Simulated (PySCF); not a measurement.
SMILES C[Si](C)(C)CN (C4H13NSi) at its GFN2-xTB optimised geometry (Å):

```
19

C      1.6076    -0.6825     0.0000
Si    -0.3028    -0.6825     0.0000
C     -0.9287     1.1224     0.0000
C     -0.9576    -1.6022    -1.5336
C     -0.9290    -1.5631     1.5997
N     -0.4939    -0.9640     2.8635
H      1.9980    -0.2448    -0.9140
H      2.0048    -1.6909     0.0744
H      2.0120    -0.1091     0.8298
H     -0.5241     1.6909     0.8331
H     -2.0120     1.1668     0.0687
H     -0.6384     1.6364    -0.9115
H     -0.6112    -2.6307    -1.5586
H     -0.6228    -1.1215    -2.4475
H     -2.0427    -1.6217    -1.5522
H     -0.6014    -2.6054     1.6170
H     -2.0213    -1.5851     1.6223
H     -0.8063     0.0003     2.9090
H      0.5200    -0.9533     2.9043
```

Computed with B3LYP/def2-SVP (PySCF 2.14.0). Cells within 0.4 Å of a nucleus heavier than hydrogen are left out (blank, or x).

Map of the electron localisation function on the plane z = 0.0 Å:

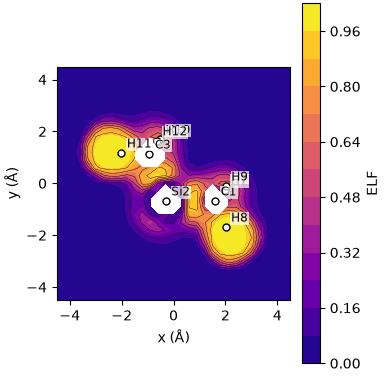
Fig. 1. Electron localisation function on the plane z = 0.0 Å.
